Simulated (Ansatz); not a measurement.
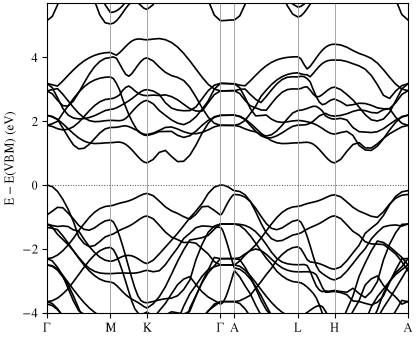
Figure: Band structure from plane-wave PAW LDA (Ansatz code)

**Question.** Read off the gap and where the band edges lie.

**Answer.** About 0.7 eV (0.69 eV by a search for the band edges); maximum at Γ, minimum at K.

**Question.** Which of these materials gives this?
A) CuI, wurtzite
B) YHSe, P-6m2 (Y on 1a, H on 1c, Se on 1f)
C) MoSeS, P-6m2 (Mo on 1c, Mo on 1f, Se on 2h, S on 2i)

**Answer.** C, MoSeS, P-6m2 (Mo on 1c, Mo on 1f, Se on 2h, S on 2i)

The workflow started from a Materials Project entry (that database holds measured and hypothetical structures alike); the Crystallography Open Database copy checked does not list it. With Se and S taken as one species the cell has the higher symmetry P6_3/mmc, so it may be an ordered model of a mixed-site phase. Its standing as an ambient phase is unchecked. The LDA relaxation kept the symmetry of its start; its stability against distortions is not shown here. The run is not spin-polarised. A crystal of weakly bound layers computed without a dispersion correction: the cell and the soft elastic constants depend strongly on that. Spin–orbit coupling is left out wherever it is not named.

Potentials: the later of the program's two PAW sets.
